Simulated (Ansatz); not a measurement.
Ni (fcc, Cu type)

```xyz
1
Lattice="0.0000 1.7594 1.7594 1.7594 0.0000 1.7594 1.7594 1.7594 0.0000" Properties=species:S:1:pos:R:3 pbc="T T T"
Ni     0.0000     0.0000     0.0000
```

E(V) scan at fixed shape, V₀ the volume above. Symmetry pins the atoms to their sites.

The numbers are results of PBE (plane waves to 420 eV, PAW, scalar-relativistic; Ansatz, a quantum-chemistry and plane-wave program), not measurements. k mesh 23×23×23 (Γ-centred), Fermi-Dirac smearing 0.05 eV. The energy includes the smearing's −TS. Ni was relaxed with its symmetry unable to fall. Relaxed Ni ends ferromagnetic. The PAW data are Ansatz's earlier set. Other magnetic orders were not checked, so this need not be the ground state. The zero of ΔE is the relaxed starting cell.

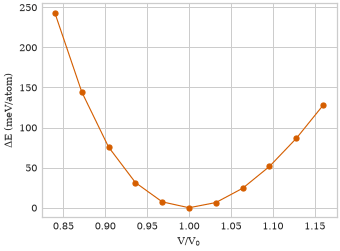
ΔE (meV/atom) against V/V₀; one marker a computed point.

Question: What is ΔE at V/V₀ = 0.840?

Answer: About 240 meV/atom.

Question: What is ΔE at V/V₀ = 1.160?

Answer: About 130 meV/atom.

Question: What bulk modulus B₀ follows from a third-order Birch-Murnaghan fit?

Answer: About 200 GPa.

(Under strain, the slope of the energy per volume gives the stress and its curvature an elastic modulus.)
